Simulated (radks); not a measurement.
**Atomic calculation, with input and output: Au**

System: atomic gold (Au) in the configuration [Xe] 4f14 5d10 6s1.
Method: Dirac Kohn-Sham, BLYP, spin-unpolarised, spherical densities, finite nucleus (the in-house radial solver radks).

### Output
```
1s1/2   1   2.0000       -2962.62918295
2s1/2   1   2.0000        -522.34477784
2p1/2   1   2.0000        -501.07989041
2p3/2   1   4.0000        -433.60815986
3s1/2   1   2.0000        -123.26544847
3p1/2   1   2.0000        -113.66371064
3p3/2   1   4.0000         -98.77582387
3d3/2   1   4.0000         -82.76592037
3d5/2   1   6.0000         -79.56558277
4s1/2   1   2.0000         -26.74020088
4p1/2   1   2.0000         -22.63840996
4p3/2   1   4.0000         -19.06675646
4d3/2   1   4.0000         -12.33976125
4d5/2   1   6.0000         -11.67464495
4f5/2   1   6.0000          -3.04776761
4f7/2   1   8.0000          -2.90768309
5s1/2   1   2.0000          -3.96975220
5p1/2   1   2.0000          -2.63812024
5p3/2   1   4.0000          -2.03031820
5d3/2   1   4.0000          -0.28399966
5d5/2   1   6.0000          -0.22794929
6s1/2   1   1.0000          -0.21265191
Etot -19044.822567979503
Ekin 21865.068740478804
Encl -47956.281941879824
Eh 7412.841297688119
Exc -366.45066426660117
err 1.5179925299810157e-08
it 15
```

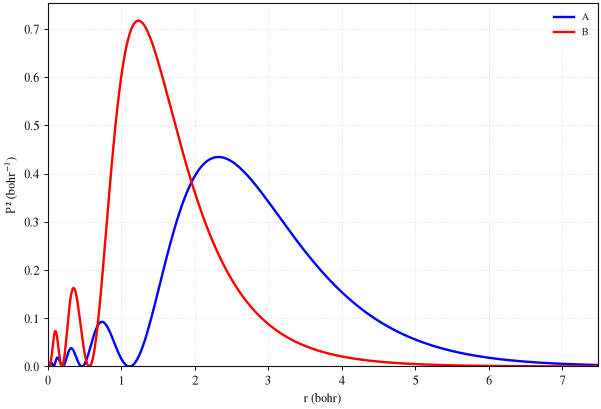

Fig. 1: The radial probability densities P² (large components) of 6s and 5d5/2. A is 6s; B is 5d5/2. 5d5/2: outer maximum at 1.23 bohr, ⟨r⟩ = 1.66 bohr, 2 nodes, eigenvalue −6.20 eV; 6s: outer maximum at 2.32 bohr, ⟨r⟩ = 2.88 bohr, 5 nodes, eigenvalue −5.79 eV. The innermost lobes are too small to be seen at this scale.

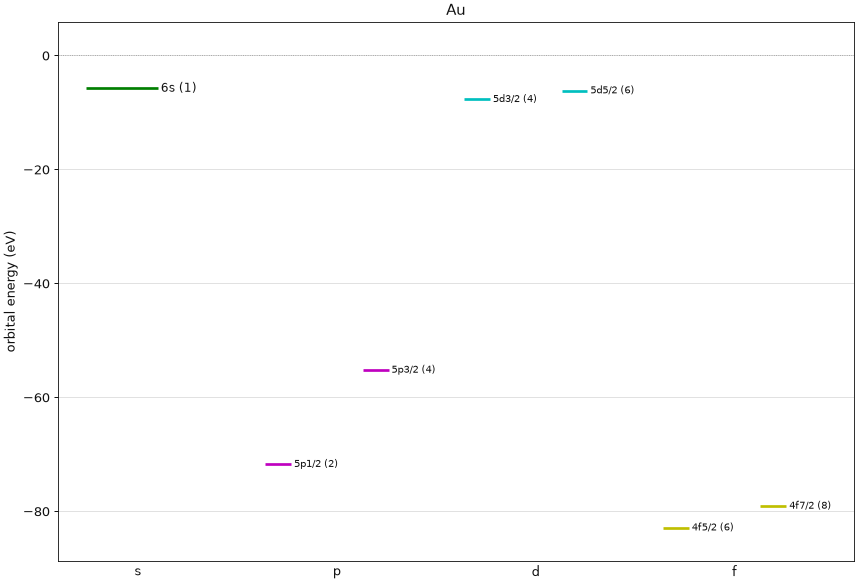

Fig. 2: The outer levels are drawn by angular momentum (occupations in brackets, the lower j at the left of each column). The highest occupied level is 6s at −5.79 eV. The highest 3 occupied levels, from the top down, are 6s (−5.79 eV), 5d5/2 (−6.20 eV), 5d3/2 (−7.73 eV). Spin-orbit splittings: 5d 1.53 eV, 5p 16.5 eV, 4f 3.81 eV. The measured ionisation energy (NIST) is 9.23 eV; minus the highest level, 5.79 eV, lies 37 % below it, as is usual for a semilocal functional, whose potential decays too fast.

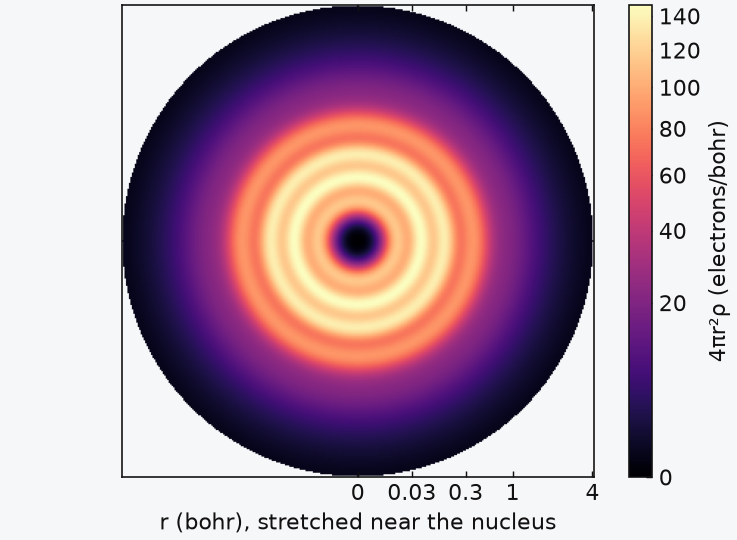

Fig. 3: The radial density 4πr²ρ as a disc about the nucleus, with the radius drawn as r to the power 0.3. There are 4 maxima, at r = 0.0114, 0.0518, 0.144 and 0.374 bohr, parted by minima at 0.0224, 0.0929 and 0.265 bohr, inside which lie 2.0, 11.1 and 30.0 electrons. The configuration has 6 principal shells, so not every shell has a maximum of its own.

### The input
```
Z 79
configuration [Xe] 4f14 5d10 6s1
relativity Dirac
functional b88,lyp
spin unpolarised
j_filling energy
nucleus finite rms 5.4371 fm
c 137.035999084
```

Energies in input and log are in hartree, lengths in bohr (the nuclear radius in fm).

### Results in brief

```tsv
quantity	value
outcome	converged
total energy	−19044.8226 hartree
kinetic energy	21865.0687 hartree
electron–nucleus energy	−47956.2819 hartree
Hartree energy	7412.8413 hartree
exchange–correlation energy	−366.450664 hartree
radius at density 0.001 e/bohr³	4.30 bohr
SCF iterations	15
hardware	1 CPU thread, shared host
wall time	2.6 s
```
